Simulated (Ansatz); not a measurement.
## Fields on a plane of AlNi (CsCl type)

```xyz
2
Lattice="2.8930 0.0000 0.0000 0.0000 2.8930 0.0000 0.0000 0.0000 2.8930" Properties=species:S:1:pos:R:3 pbc="T T T"
Al     0.0000     0.0000     0.0000
Ni     1.4465     1.4465     1.4465
```

The slice is a {100} plane (indices of the conventional cell) through the point (0.000, 0.000, 0.000) (fractional), spanned by u = [100] and v = [010] in vectors of this cell: u (2.89 Å) and v (2.89 Å, at 90° to u). It covers one period; positions are fractions (u, v).

Atoms on it: Al at (0.00, 0.00).

The numbers are results of PBE (plane waves to 420 eV, PAW, scalar-relativistic; Ansatz, an electronic-structure program), not measurements. k mesh 16×16×16. These are valence fields of a PAW run, semicore shells included where kept as valence: close to a nucleus they are smooth pseudo fields. AlNi is run without spin polarisation. AlNi was relaxed with its symmetry unable to fall.

```
v \ u  0.00  0.14  0.29  0.43  0.57  0.71  0.86
-----  ----  ----  ----  ----  ----  ----  ----
0.93      x     x     x   6.5   6.5     x     x
0.86      x     x     x   7.2   7.2     x     x
0.79      x     x   1.6   8.1   8.1   1.6     x
0.71      x     x   5.3   8.8   8.8   5.3     x
0.64    1.6   4.1   7.5   9.2   9.2   7.5   4.1
0.57    6.3   7.2   8.8   9.4   9.4   8.8   7.2
0.50    7.5   8.2   9.2   9.4   9.4   9.2   8.2
0.43    6.3   7.2   8.8   9.4   9.4   8.8   7.2
0.36    1.6   4.1   7.5   9.2   9.2   7.5   4.1
0.29      x     x   5.3   8.8   8.8   5.3     x
0.21      x     x   1.6   8.1   8.1   1.6     x
0.14      x     x     x   7.2   7.2     x     x
0.07      x     x     x   6.5   6.5     x     x
0.00      x     x     x   6.3   6.3     x     x
```

Values: electrostatic potential energy of an electron, from the cell's mean, in eV. Points within 1 Å of a nucleus are blanked (x), as the pseudised field means little there. The zero, the cell's mean, hangs on the PAW cores.

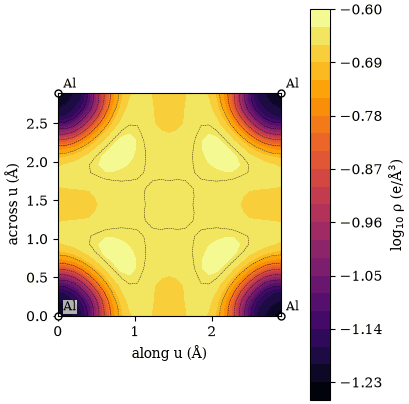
*Log₁₀ of the valence density in e/Å³, one period of the plane, atoms marked. The scale is logarithmic, as a density can span decades between atoms and voids.*
